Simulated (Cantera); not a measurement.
A closed system holds: 1 mol CF4, 2.9 mol HCl, held at 0.0645 Torr.

These are equilibrium values from Cantera (NASA tables, ideal gas, pure condensed phases), not measurements of a reactor. Candidate condensed phases: C, C6H6, C7H8, C8H18; 118 gas species. Rates play no part.

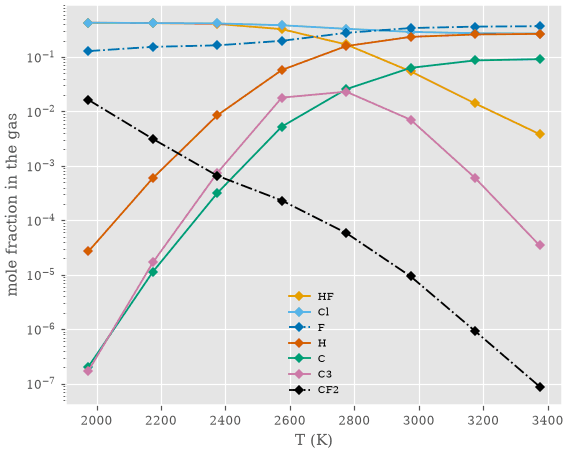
Fig. 1. Equilibrium gas composition (values under 1e-9 drawn at 1e-9)

From 1975 K to 2575 K the condensed part is C(graphite). From 2775 K to 3375 K nothing is condensed. The main C-bearing gas is CF2 at 1975 K and C at 3375 K.
